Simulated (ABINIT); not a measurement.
## Quasiparticle gap of ZnSe (Stilleite) in ABINIT

Wanted: ground state, empty states, screening and self-energy for ZnSe (Stilleite).

Calculated with ABINIT 10.8.3; LDA and many-body steps on it, plane waves.

**The experiments to reproduce.**

- Gap 2.695 ± 0.003 eV: excitonic gap from free-exciton PL, not corrected for exciton binding; photoluminescence; 300 K; bulk crystal (Bridgman-grown crystal, polished and etched) (“Alloy Disordering Effects on the Thermal Conductivity and Energy Gap Temperature Dependence of Cd1−xZnxSe Ternary Crystals Grown by the Bridgman Method”, 2023, pmc:10253836).

## Step 1: The starting structure

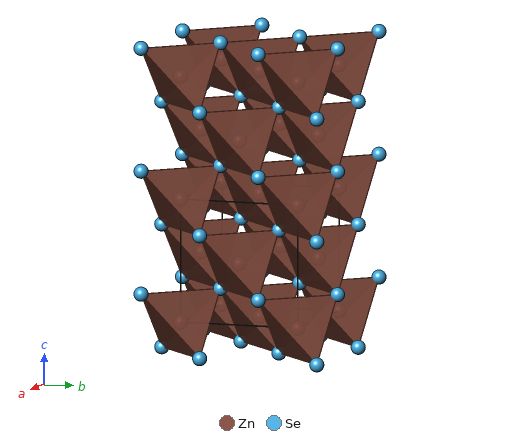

Start, viewed slightly off an axis; zinc brown, selenium blue. 1×1×2 cells are drawn. This picture shows the conventional cell, with its axes. Some periodic images of atoms are drawn too.

The cell and positions come from the Crystallography Open Database and are kept as given unless a step says otherwise.

## Step 2: Ground state

This step: ABINIT 10.8.3; DFT, LDA, plane waves, norm-conserving pseudopotentials.

The ground-state density comes first.

Input file run.abi:

```
acell 3*1.0 Angstrom
rprim 
  -0.000000000000 2.833800000000 2.833800000000
  2.833800000000 -0.000000000000 2.833800000000
  2.833800000000 2.833800000000 0.000000000000
ntypat 2
znucl 30 34
natom 2
typat 1 2
xred 
  0.000000000000 0.000000000000 0.000000000000
  0.250000000000 0.250000000000 0.250000000000
pp_dirpath "pseudos"
pseudos "Zn.upf, Se.upf"
ecut 48
ngkpt 6 6 6
nshiftk 1
shiftk 0 0 0
kptopt 1
chksymbreak 0
nband 27
occopt 1
tolvrs 1e-10
nstep 60
prtwf 0
indata_prefix "in"
outdata_prefix "out"
tmpdata_prefix "tmp"
```

Command:

```
$ OMP_NUM_THREADS=1 mpirun -n 4 abinit run.abi > log
```

Numbers of over 12 decimals in the logs are rounded to 6 here.

What it wrote:

```text
.Version 10.8.3 of ABINIT. v10.8.2 released Aug 2026.

 Symmetries : space group F-4 3 m (#216); Bravais cF (face-center cubic)
================================================================================
 Values of the parameters that define the memory need of the present run
     intxc =       0    ionmov =       0      iscf =       7    lmnmax =       6
     lnmax =       6     mgfft =      48  mpssoang =       3    mqgrid =    3001
     natom =       2  nloc_mem =       1    nspden =       1   nspinor =       1
    nsppol =       1      nsym =      24    n1xccc =    2501    ntypat =       2
    occopt =       1   xclevel =       1
-    mband =          27        mffmem =           1         mkmem =           4
       mpw =        4897          nfft =      110592          nkpt =          16
================================================================================
  Rough estimation (10% accuracy) of disk space for files :
================================================================================

--------------------------------------------------------------------------------
------------- Echo of variables that govern the present computation ------------
--------------------------------------------------------------------------------
 -outvars: echo values of preprocessed input variables --------
            acell      1.8897261259E+00  1.8897261259E+00  1.8897261259E+00 Bohr

      chksymbreak           0
             ecut      4.80000000E+01 Hartree
-          fftalg         312

              ixc       -1012
              kpt      0.00000000E+00  0.00000000E+00  0.00000000E+00
                       1.66666667E-01  0.00000000E+00  0.00000000E+00
                       3.33333333E-01  0.00000000E+00  0.00000000E+00
                       5.00000000E-01  0.00000000E+00  0.00000000E+00
                       1.66666667E-01  1.66666667E-01  0.00000000E+00
                       3.33333333E-01  1.66666667E-01  0.00000000E+00
                       5.00000000E-01  1.66666667E-01  0.00000000E+00
                      -3.33333333E-01  1.66666667E-01  0.00000000E+00
                      -1.66666667E-01  1.66666667E-01  0.00000000E+00
   [... 5 further rows ...]
                      -3.33333333E-01  3.33333333E-01  1.66666667E-01
                      -3.33333333E-01  5.00000000E-01  1.66666667E-01
         kptrlatt        6    0    0      0    6    0      0    0    6
          kptrlen      4.54395803E+01
P           mkmem           4
            natom           2
            nband          27
            ngfft          48      48      48
             nkpt          16
            nstep          60
             nsym          24
           ntypat           2
              occ      2.000000  2.000000  2.000000  2.000000  2.000000  2.000000
                       2.000000  2.000000  2.000000  2.000000  2.000000  2.000000
                       2.000000  2.000000  2.000000  2.000000  2.000000  2.000000
                       2.000000  2.000000  2.000000  2.000000  0.000000  0.000000
[...]
prtwf           0
            rprim     -0.0000000000E+00  2.8338000000E+00  2.8338000000E+00
[...]
spgroup         216

           tolvrs      1.00000000E-10

             xred      0.0000000000E+00  0.0000000000E+00  0.0000000000E+00
[...]
znucl       30.00000   34.00000

================================================================================

 chkinp: Checking input parameters for consistency.

================================================================================
== DATASET  1 ==================================================================
-   mpi_nproc: 4, omp_nthreads: 1 (-1 if OMP is not activated)

--- !DatasetInfo
iteration_state: {dtset: 1, }
dimensions: {natom: 2, nkpt: 16, mband: 27, nsppol: 1, nspinor: 1, nspden: 1, mpw: 4897, }
cutoff_energies: {ecut:  48.0, pawecutdg:  -1.0, }
electrons: {nelect:   4.40000000E+01, charge:   0.00000000E+00, occopt:   1.00000000E+00, tsmear:   1.00000000E-02, }

 Real(R)+Recip(G) space primitive vectors, cartesian coordinates (Bohr,Bohr^-1):
 R(1)=  0.0000000  5.3551059  5.3551059  G(1)= -0.0933688  0.0933688  0.0933688
 R(2)=  5.3551059  0.0000000  5.3551059  G(2)=  0.0933688 -0.0933688  0.0933688
 R(3)=  5.3551059  5.3551059  0.0000000  G(3)=  0.0933688  0.0933688 -0.0933688
 Unit cell volume ucvol=  3.0713845E+02 bohr^3
 Angles (23,13,12)=  6.00000000E+01  6.00000000E+01  6.00000000E+01 degrees

 getcut: wavevector=  0.0000  0.0000  0.0000  ngfft=  48  48  48
         ecut(hartree)=     48.000   => boxcut(ratio)=   2.03223

--- Pseudopotential description ------------------------------------------------
- Zn Generated using ONCVPSP code by D. R. Hamann
- 30.00000  20.00000  180309                  znucl, zion, pspdat
12 -1012 2 -1 1296                            pspcod,pspxc,lmax,lloc,mmax
     nproj     2     2     2
  pspatm : epsatm=   26.73031766
         --- l  ekb(1:nproj) -->
[...]
pspatm: atomic psp has been read  and splines computed

- Se Generated using ONCVPSP code by D. R. Hamann
- 34.00000  24.00000  180309                  znucl, zion, pspdat
12 -1012 2 -1 1198                            pspcod,pspxc,lmax,lloc,mmax
     nproj     2     2     2
  pspatm : epsatm=   25.89836092
         --- l  ekb(1:nproj) -->
[...]
pspatm: atomic psp has been read  and splines computed

   2.31566186E+03                                ecore*ucvol(ha*bohr**3)
--------------------------------------------------------------------------------

_setup2: Arith. and geom. avg. npw (full set) are    4879.338    4879.326

================================================================================

--- !BeginCycle
iteration_state: {dtset: 1, }
solver: {iscf: 7, nstep: 60, nline: 4, wfoptalg: 0, }
tolerances: {tolvrs: 1.00E-10, }

     iter   Etot(hartree)      deltaE(h)  residm     vres2
 ETOT  1  -548.13932303559    -5.481E+02 8.793E-01 4.461E+03
 ETOT  2  -549.51355436248    -1.374E+00 4.090E-02 7.555E+03
 ETOT  3  -550.33840863844    -8.249E-01 8.604E-03 9.996E+02
 ETOT  4  -550.40301611023    -6.461E-02 1.614E-02 4.102E+02
 ETOT  5  -550.44073001420    -3.771E-02 1.058E-03 7.005E+01
 ETOT  6  -550.44859076216    -7.861E-03 1.663E-03 2.110E-01
 ETOT  7  -550.44857908346     1.168E-05 7.629E-04 2.831E-01
 ETOT  8  -550.44858902821    -9.945E-06 4.704E-04 2.111E-01
 ETOT  9  -550.44861534944    -2.632E-05 1.768E-04 4.316E-04
 ETOT 10  -550.44861541411    -6.466E-08 6.572E-05 2.204E-06
 ETOT 11  -550.44861541441    -3.060E-10 2.589E-05 2.508E-08
 ETOT 12  -550.44861541441     2.501E-12 1.332E-05 7.536E-09
 ETOT 13  -550.44861541438     3.058E-11 5.807E-06 4.117E-12

 At SCF step   13       vres2   =  4.12E-12 < tolvrs=  1.00E-10 =>converged.

 Cartesian components of stress tensor (hartree/bohr^3)
  sigma(1 1)=  1.56530721E-04  sigma(3 2)=  0.00000000E+00
  sigma(2 2)=  1.56530721E-04  sigma(3 1)=  0.00000000E+00
  sigma(3 3)=  1.56530721E-04  sigma(2 1)=  0.00000000E+00

--- !ResultsGS
iteration_state: {dtset: 1, }
comment   : Summary of ground state results
lattice_vectors:
- [ -0.0000000,   5.3551059,   5.3551059, ]
- [  5.3551059,  -0.0000000,   5.3551059, ]
- [  5.3551059,   5.3551059,   0.0000000, ]
lattice_lengths: [   7.57326,    7.57326,    7.57326, ]
lattice_angles: [ 60.000,  60.000,  60.000, ] # degrees, (23, 13, 12)
lattice_volume:   3.0713845E+02
convergence: {deltae:  3.058E-11, res2:  4.117E-12, residm:  5.807E-06, diffor: null, }
etotal    :  -5.50448615E+02
entropy   :   0.00000000E+00
fermie    :   1.39712178E-01
cartesian_stress_tensor: # hartree/bohr^3
- [  1.56530721E-04,   0.00000000E+00,   0.00000000E+00, ]
- [  0.00000000E+00,   1.56530721E-04,   0.00000000E+00, ]
- [  0.00000000E+00,   0.00000000E+00,   1.56530721E-04, ]
pressure_GPa:  -4.6053E+00
xred      :
- [  0.0000E+00,   0.0000E+00,   0.0000E+00, Zn]
- [  2.5000E-01,   2.5000E-01,   2.5000E-01, Se]
cartesian_forces: # hartree/bohr
- [  4.91033493E-31,  -2.94620096E-31,   9.82066985E-32, ]
- [ -4.91033493E-31,   2.94620096E-31,  -9.82066985E-32, ]
force_length_stats: {min:   5.80998664E-31, max:   5.80998664E-31, mean:   5.80998664E-31, }

 Integrated electronic density in atomic spheres:
 ------------------------------------------------
 Atom  Sphere_radius  Integrated_density
    1        2.00000         18.12110404
    2        2.00000         21.26224152
================================================================================

 ----iterations are completed or convergence reached----

 Mean square residual over all n,k,spin=   13.442E-09; max=  58.066E-07
 reduced coordinates (array xred) for    2 atoms
       0.000000000000      0.000000000000      0.000000000000
       0.250000000000      0.250000000000      0.250000000000
 rms dE/dt=  2.8483E-30; max dE/dt=  6.3109E-30; dE/dt below (all hartree)
    1       0.000000000000      0.000000000000      0.000000000000
    2      -0.000000000000      0.000000000000      0.000000000000

 cartesian coordinates (angstrom) at end:
    1      0.000000     0.000000     0.000000
    2      1.416900     1.416900     1.416900

 cartesian forces (hartree/bohr) at end:
    1      0.000000    -0.000000     0.000000
    2     -0.000000     0.000000    -0.000000
 frms,max,avg= 3.3543973E-31 4.9103349E-31   0.000E+00  0.000E+00  0.000E+00 h/b

 cartesian forces (eV/Angstrom) at end:
    1      0.000000    -0.000000     0.000000
    2     -0.000000     0.000000    -0.000000
 frms,max,avg= 1.7249005E-29 2.5249957E-29   0.000E+00  0.000E+00  0.000E+00 e/A
 length scales=  1.889726125908  1.889726125908  1.889726125908 bohr
              =  1.000000000000  1.000000000000  1.000000000000 angstroms
 prteigrs : about to open file out_EIG
 Fermi (or HOMO) energy (hartree) =   0.13971   Average Vxc (hartree)=  -0.37927
 Eigenvalues (hartree) for nkpt=  16  k points:
 kpt#   1, nband= 27, wtk=  0.00463, kpt=  0.0000  0.0000  0.0000 (reduced coord)
  -7.44107   -5.23747   -5.23747   -5.23747   -4.43483   -2.76711   -2.76711   -2.76711
  -1.58857   -1.58857   -1.58857   -1.58840   -1.58840   -0.34985   -0.10483   -0.10483
  -0.10483   -0.09159   -0.09159    0.13971    0.13971    0.13971    0.17747    0.34982
   0.34982    0.34982    0.49385
 prteigrs : prtvol=0 or 1, do not print more k-points.

--- !EnergyTerms
iteration_state     : {dtset: 1, }
comment             : Components of total free energy in Hartree
kinetic             :  2.38148548481601E+02
hartree             :  2.28792543775108E+02
xc                  : -5.44826115731505E+01
Ewald energy        : -2.44845014170202E+02
psp_core            :  7.53947241724703E+00
local_psp           : -5.89314077751648E+02
non_local_psp       : -1.36287476593332E+02
total_energy        : -5.50448615414378E+02
total_energy_eV     : -1.49784698826061E+04
band_energy         : -8.89827684966753E+01

 Cartesian components of stress tensor (hartree/bohr^3)
  sigma(1 1)=  1.56530721E-04  sigma(3 2)=  0.00000000E+00
  sigma(2 2)=  1.56530721E-04  sigma(3 1)=  0.00000000E+00
  sigma(3 3)=  1.56530721E-04  sigma(2 1)=  0.00000000E+00

-Cartesian components of stress tensor (GPa)         [Pressure= -4.6053E+00 GPa]
- sigma(1 1)=  4.60529281E+00  sigma(3 2)=  0.00000000E+00
- sigma(2 2)=  4.60529281E+00  sigma(3 1)=  0.00000000E+00
- sigma(3 3)=  4.60529281E+00  sigma(2 1)=  0.00000000E+00

== END DATASET(S) ==============================================================
================================================================================

 -outvars: echo values of variables after computation  --------
           etotal     -5.5044861541E+02
            nband          27
             nkpt          16
          spgroup         216
 [... the other variables as echoed above ...]

 Calculation completed.
```

Wall time 22 s (4 MPI ranks of Arm Neoverse V2, shared host); peak memory 0.36 GiB.

Numbers from this step:

```
total energy               : -14978.4699 eV
gap                        : 1.028 eV
k of the valence top       : 0, 0, 0
k of the conduction bottom : 0, 0, 0
least direct gap           : 1.028 eV
pressure                   : -4.605 GPa
```

The gap is direct, at Γ.

The cutoff was set for levels, not for stress, so the pressure can be off by some GPa.

[end of part 1 of 3]

[Paths, hosts, dates, memory and timing lines, banners, echoed tables and standing remarks are left out of the program output.]

[Logs are printed without paths, hosts, clocks, repeated set-up lines and the standing remarks that a program may print on its own settings, such as how far it seeks lower states.]

[Runs of the session that timed out or met a known fault of the program may be left out.]

[Hosts, paths, dates, database ids (printed as entryN), source tags and the programs' standing remarks are cut or masked in the printed files.]

[G0W0 gaps are taken among the corrected bands and points alone; a level outside them can change the order at an edge.]

[Where Ansatz stands beside ABINIT at settings called matched, ABINIT's density can come from a denser mesh and the files from another edition; pairs whose starting gaps differed by over 0.03 eV were left out, so agreement reads better than it is.]
